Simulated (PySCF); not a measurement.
## Electronic structure of CH2LuO (charge +3) in real space

The calculation's input:

```
mol = gto.M(atom='''
Lu    -0.00000    -0.00000    -0.12454
O     -0.00000    -0.00000     1.84672
C      0.00000     0.00000     3.12215
H      0.97493    -0.00000     3.66192
H     -0.97493     0.00000     3.66192''',
    basis={'Lu': 'def2-SVP', 'O': 'def2-SVP', 'C': 'def2-SVP', 'H': 'def2-SVP'},
    ecp={'Lu': 'def2-SVP'},
    charge=3, spin=0)
mf = dft.RKS(mol, xc='PBE0')
mf.grids.atom_grid = (75, 302)  # f atoms: at least (60, 302), unpruned
mf = mf.density_fit()  # Lu def2-universal-JKFIT, O def2-universal-JKFIT, C def2-universal-JKFIT, H def2-universal-JKFIT
mf.conv_tol = 1e-09; mf.max_cycle = 55
mf.kernel(dm0)
```

Run with:

```sh
OMP_NUM_THREADS=2 python run.py
```

These are results of RKS PBE0, Lu def2-SVP with ECP28, O def2-SVP, C def2-SVP, H def2-SVP; non-relativistic Hamiltonian with scalar-relativistic core potentials where named; density fitting in PySCF, not measurements.

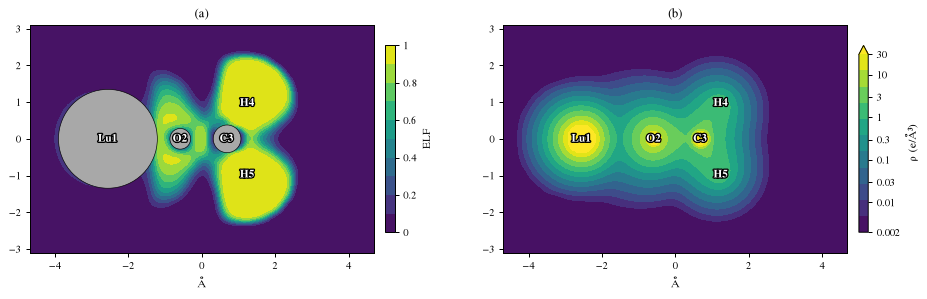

Figure 1. (a) ELF; (b) total electron density on the molecular plane. Grey discs cover the atomic cores in the ELF map.

Interpret the plot.

Answer.
- The section cuts through Lu, O, C and H sites.
- C–O (1.28 Å): ρ is about 2.8 e/Å³ halfway; the ELF peaks at about 0.90 between the atoms (a short, strongly polar bond).
- Lu–O (1.97 Å): ρ at the midpoint is about 0.84 e/Å³; the ELF peaks at about 0.85 in the valence shell of O, 0.5 Å from its nucleus, and drops to about 0.25 between the two atoms.
- C–H (1.11 Å): the density is about 2.2 e/Å³ at the midpoint; the ELF is about 1 at the midpoint: an ordinary covalent bond to hydrogen.

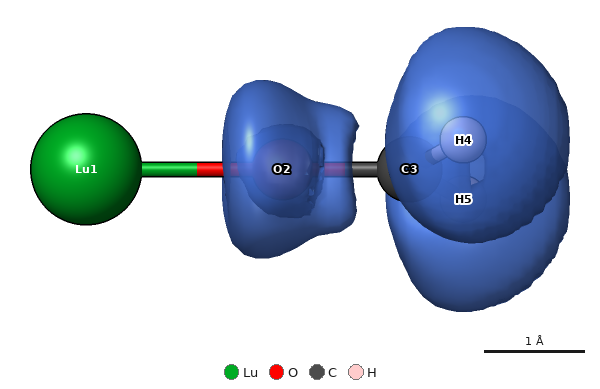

Figure 2. Isosurface of the electron localisation function at 0.75 (blue), seen from one side. Core shells and regions of very low density are left out.

Where are the electrons localised?

Answer. The surface consists of one region on O in which the atom's valence shell and bonds are merged and one joined region spread over several atoms (C, H), in which their bonds and any lone pairs are merged.

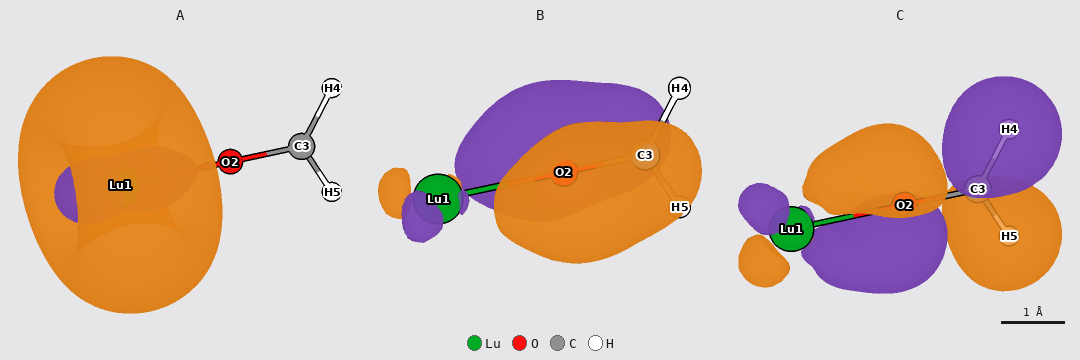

Figure 3. Three frontier orbitals at ±0.1 Å⁻³ᐟ² (orange and purple are the two phases), in no order.

Which picture is the HOMO−1, the HOMO and the LUMO?

Answer. B is the HOMO−1 (−29.36 eV). By Hirshfeld shares it lies mainly on O2 (about 70 %) and C3 (about 20 %); it changes sign across the molecular plane (π type). C is the HOMO (−25.90 eV). By Hirshfeld shares it lies mainly on O2 (about 40 %), C3 (about 25 %), H4 (about 10 %), H5 (about 10 %) and Lu1 (about 10 %); it is symmetric in the molecular plane (an in-plane orbital: σ, lone-pair or in-plane π type). A is the LUMO (−19.94 eV). By Hirshfeld shares it lies mainly on Lu1 (about 95 %).

What is the HOMO–LUMO gap?

Answer. 5.96 eV between the orbital energies.

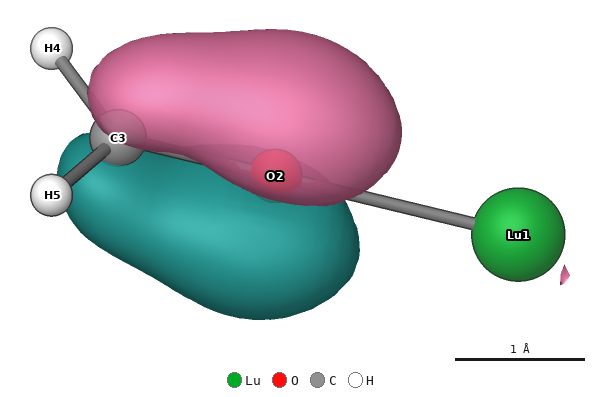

Figure 4. The HOMO−1 at ±0.2 Å⁻³ᐟ² (teal and pink are the two phases), seen at an oblique angle.

Where does this orbital lie, and at what energy?

Answer. By Hirshfeld shares it lies mainly on O2 (about 70 %) and C3 (about 20 %); it changes sign across the molecular plane (π type). Its energy is −29.36 eV.
